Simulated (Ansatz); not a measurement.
SiO2, pressure series

The parent structure is SiO$_{2}$ in the rutile structure (space group P4_2/mnm, No. 136; a = 4.236 Å, c = 2.690 Å).

Cell and atoms are relaxed at each pressure.

Method: PBE (Ansatz, a quantum-chemistry and plane-wave program; PAW; 420 eV plane waves; no spin-orbit coupling).

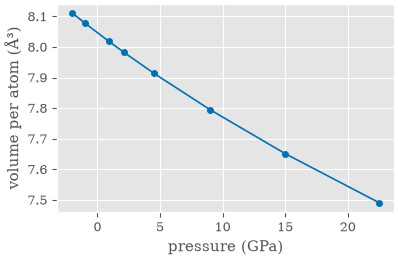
Fig. 1. Volume against pressure

**Question.** Estimate the zero-pressure bulk modulus from the plot.

**Answer.** About 260 GPa; a third-order Birch–Murnaghan fit to the points gives V₀ = 8.05 Å³/atom, B₀ = 260 GPa and B₀′ = 5.3.

Measured bulk modulus of SiO2: 309.9 GPa (room temperature; as listed in arXiv:1001.2066); the computed value is for a static lattice, so the two differ by thermal effects too.

Between the base and pressure 22.5 GPa the gap moves from 5.04 eV to 6.16 eV, a mean slope of 50 meV/GPa.

Load acts through the strain it causes; cell and atoms are relaxed under it. Whether these cells are dynamically stable was not tested. No other phases were tried under pressure.
